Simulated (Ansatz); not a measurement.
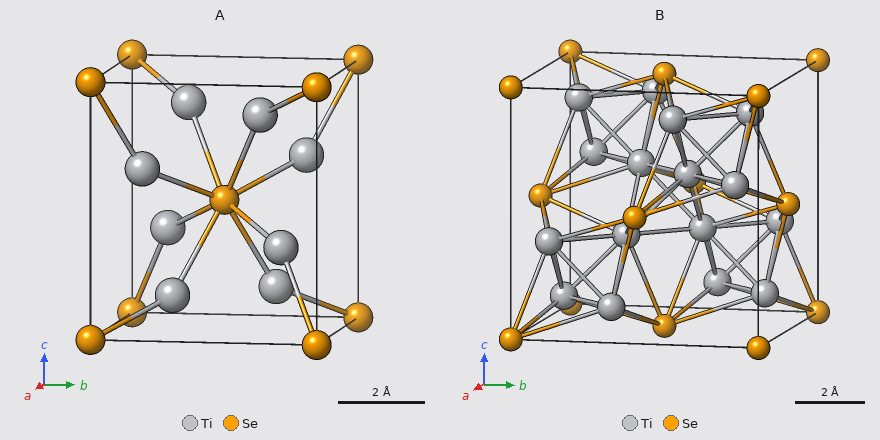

Two structures of Ti$_{4}$Se, each relaxed to rest (conventional cells in solid outline, small ones repeated, not to one scale). Method: DFT PBE, scalar-relativistic, plane waves, PAW (Ansatz), without spin polarisation.

### What are the two structures?

A: 10 atoms a cell on a body-centred tetragonal lattice, I-42m. B: 20 atoms a cell on a face-centred cubic lattice, F-43m.

### Which of the two does the method prefer?

A is lower, by 1069 meV/atom at this level of theory (energies at zero smearing). Volumes: A 17.8, B 20.9 Å³/atom.

One or both may be structure types tried for this composition rather than known phases.
